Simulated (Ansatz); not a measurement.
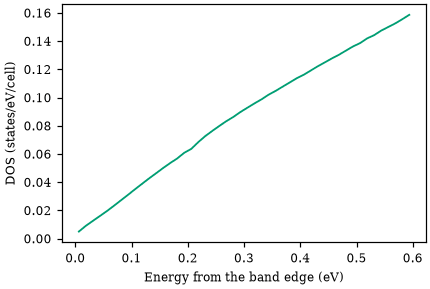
Fig. 1. Density of states of BAs (F-43m) below the valence band maximum, r2SCAN with spin-orbit coupling, rigid bands in Ansatz (an electronic-structure program); cell volume 27.1 Å³.

Q: What effective density of states at 300 K does this give (∫ g(E) exp(−E/k_BT) dE, both spins, divided by the cell's size)?

A: 1.0e19 cm⁻³, a density-of-states mass of 0.56 mₑ, valleys and band degeneracy included.

Geometry: cell and atoms relaxed with PBEsol.
